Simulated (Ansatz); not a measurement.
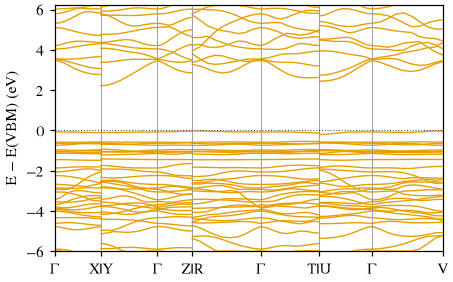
Figure. Band structure from r²SCAN in the plane-wave PAW code Ansatz

The gap is 2.22 eV; an edge lies off the plotted path or next to a special point (maximum off the standard path, minimum at Y).

**Question.** Which of these materials gives this?
A. MnAuO2, P-1 (Mn on 1h, Au on 1c, O on 2i)
B. CuAsPbO4, P-1 (Pearson symbol aP14)
C. CoLi3Nb3O12Ti, P1 (Pearson symbol aP20)
D. MgFeC2O6, P-1 (Pearson symbol aP10)

**Answer.** B, CuAsPbO4, P-1 (Pearson symbol aP14)

The workflow started from a Materials Project entry (that database holds measured and hypothetical structures alike); the Crystallography Open Database copy checked does not list it. Entries of such low symmetry are often ordered models of mixed-site phases. Its standing as an ambient phase is unchecked. Symmetry was held in the r²SCAN relaxation; its stability against distortions is not shown here. No spin polarisation was allowed. No Hubbard U is applied. Spin–orbit coupling is left out wherever it is not named.

Potentials: the later of the program's two PAW sets.
